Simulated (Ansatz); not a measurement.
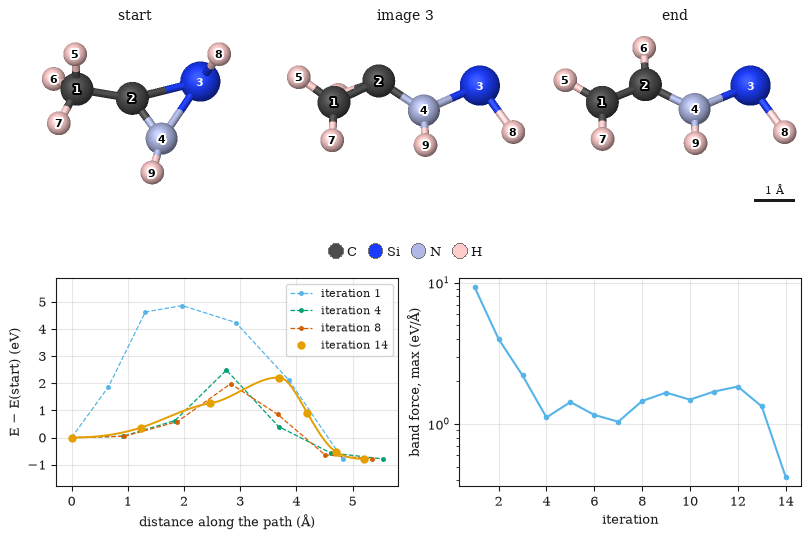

NEB run on C$_{2}$H$_{5}$NSi. Images are numbered from 0 (start) to 6 (end). The plot follows the band through its iterations. Style: ball-and-stick. Shown face on.

Level of theory: RKS PBE0-D4/def2-SVP (Ansatz 0.2.0). Run with 5 movable images; climbing image; force threshold 0.5 eV/Å; iteration limit 60; starting path through a guess of the saddle point.

Judge this run.

The run is converged, with reservations. The band converged in 14 iterations. The largest component of the band force went from 9.3 to 0.42 eV/Å. The climbing image converged on the top of the path. Its curvatures weren't checked. The force threshold is loose. The first iteration put the highest image at 4.86 eV. The energy climbs by 2.21 eV to image 3 and then falls by 3.00 eV, so the end point sits at −0.78 eV.

Cost: 73 s on 2 threads of Intel(R) Xeon(R) 6975P-C (Granite Rapids), with other jobs on the host, peak memory 0.18 GiB.
